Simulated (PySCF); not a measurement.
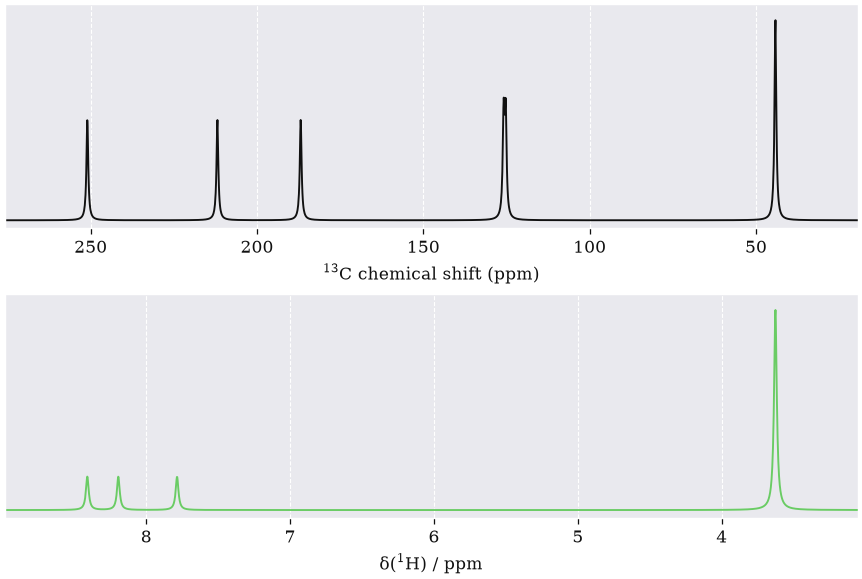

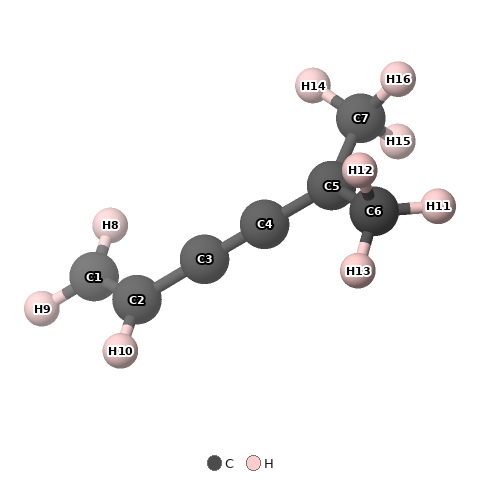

Spectrum and numbered structure of C₇H₉⁺, SMILES C=CC#C[C+](C)C. GIAO shifts, PBE0/pcSseg-1 in PySCF 2.14.0, at a GFN2-xTB geometry (no frequency check), against TMS for ¹³C and TMS for ¹H computed at the same level. Gas phase, fully decoupled, line heights follow the number of nuclei, widths are arbitrary (no quadrupolar broadening); values of one conformer, averaged over methyl-type rotors and exact or near symmetry.

**Which atoms give which ¹³C line?**

| δ (ppm) | nuclei | atoms |
| --- | --- | --- |
| 251.0 | 1 | C5 |
| 211.9 | 1 | C3 |
| 186.9 | 1 | C1 |
| 125.9 | 1 | C2 |
| 125.3 | 1 | C4 |
| 44.2 | 2 | C6, C7 |

The order of signals that lie close, as those under 2 ppm apart, is within the error of the method.

**Which ¹H nuclei are the least shielded, and which the most?**

Least shielded: H9 at 8.41 ppm. Most shielded: H11, H12, H13, H14, H15 and H16 at 3.63 ppm.

Caveats: the tight-binding geometry is rougher than a DFT one and adds to the error.
